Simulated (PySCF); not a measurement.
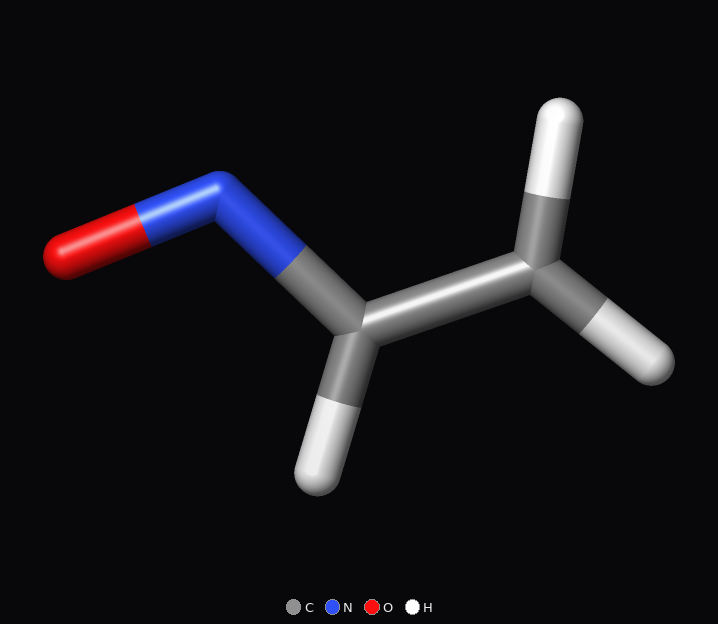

The picture shows a molecular structure as a stick model.

The geometry was computed by an optimisation with PBE0-D3(BJ)/def2-SVP. No frequency run is at hand to confirm it as a minimum.

**Which formula does it have?**

C₂H₃NO, 7 atoms: 2 carbon, 3 hydrogen, 1 nitrogen and 1 oxygen.

**How many bonds of each kind are drawn?**

3 C–H, 1 C–C, 1 C–N, 1 N–O.

**Give a SMILES string for it.**

C=CN=O

**Which point group does it belong to?**

Cs.

More results for the same structure follow; atom numbers are the same in all pictures, views and colours differ.

**Geometry**

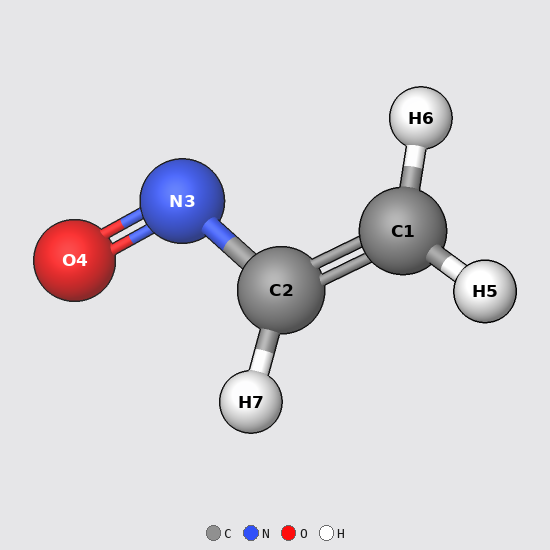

Numbered structure. No frequency run is at hand to confirm it as a minimum.

What are the angles C2–C1–H5, C2–C1–H6, H5–C1–H6, C1–C2–N3, C1–C2–H7, N3–C2–H7, C2–N3–O4?

```
   angle  degrees
C2–C1–H5    122.2
C2–C1–H6    118.8
H5–C1–H6    119.0
C1–C2–N3    117.2
C1–C2–H7    125.6
N3–C2–H7    117.2
C2–N3–O4    114.0
```

**Bond orders**

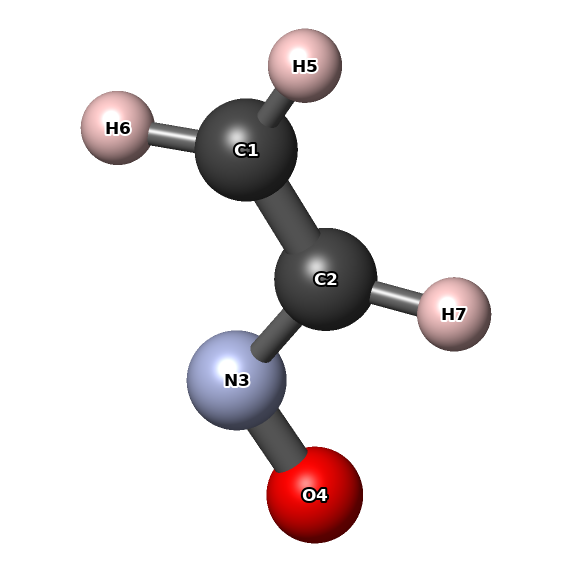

The thickness of each stick grows with its Mayer bond order. No frequency run is at hand to confirm it as a minimum. Method: PBE0/pcSseg-1 (PySCF 2.14.0).

List the Mayer bond orders of C1–C2, C1–H5, C1–H6, C2–N3, C2–H7, N3–O4.

```json
{"bond": "C1–C2", "Mayer order": "1.82", "length (Å)": "1.337"}
{"bond": "C1–H5", "Mayer order": "0.95", "length (Å)": "1.092"}
{"bond": "C1–H6", "Mayer order": "0.94", "length (Å)": "1.094"}
{"bond": "C2–N3", "Mayer order": "1.03", "length (Å)": "1.420"}
{"bond": "C2–H7", "Mayer order": "0.94", "length (Å)": "1.098"}
{"bond": "N3–O4", "Mayer order": "1.72", "length (Å)": "1.204"}
```

**Quadrupole coupling**

No frequency run is at hand to confirm it as a minimum. Electric field gradients from the ground-state density, PBE0/pcSseg-1 (PySCF 2.14.0), non-relativistic apart from any core potentials.

Give the largest field-gradient component, the quadrupole coupling constant and the asymmetry for 14N at N3 (Q = 20.44 mb), 17O at O4 (Q = −25.6 mb).

```tsv
atom	V_zz (a.u.)	e²qQ/h (MHz)	η
N3	−1.481	−7.11	0.63
O4	−3.054	18.37	0.26
```

**NMR shielding**

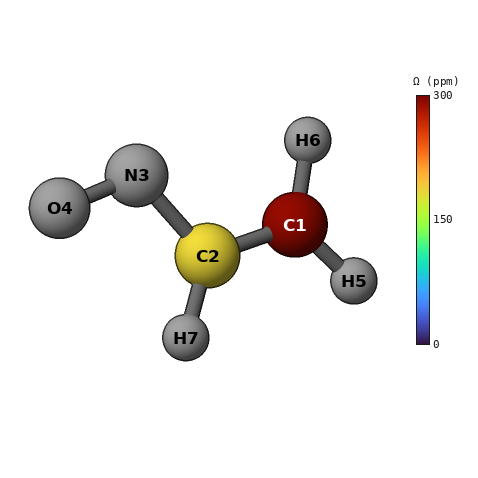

The C atoms are coloured by the span of their shielding tensor. No frequency run is at hand to confirm it as a minimum. Properties computed with GIAO PBE0/pcSseg-1 NMR shielding, non-relativistic, gas phase (PySCF 2.14.0). Principal shieldings σ11 ≤ σ22 ≤ σ33, span Ω = σ33 − σ11, skew κ = 3(σiso − σ22)/Ω.

**Which C atom has the most anisotropic shielding?**

C1, with a span of 291 ppm.

Give the shielding tensors of the C atoms.

| atom | σ11 | σ22 | σ33 | σiso | Ω | κ |
| --- | --- | --- | --- | --- | --- | --- |
| C1 | −123.2 | 28.9 | 167.6 | 24.4 | 290.7 | −0.05 |
| C2 | −86.1 | 49.1 | 98.1 | 20.4 | 184.2 | −0.47 |

Shieldings and span in ppm.

**Dipole moment**

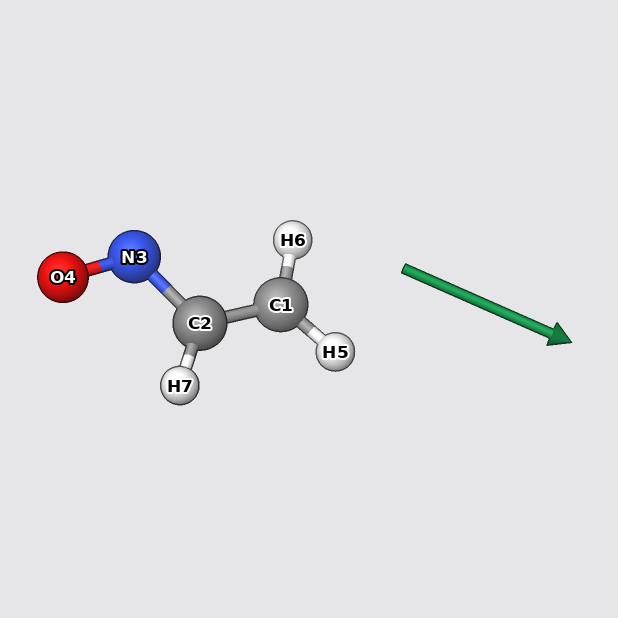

The arrow beside the molecule shows the direction of the dipole moment, from the negative to the positive end (its length means nothing). No frequency run is at hand to confirm it as a minimum. Level of theory: B3LYP/pcJ-1, gas phase (PySCF 2.14.0).

**How large is the dipole moment?**

3.26 D; it points from the side of O4 to the side of H5 (the outermost atoms at the two ends).

The run warned: near a triplet instability: FC and SD terms are unreliable.
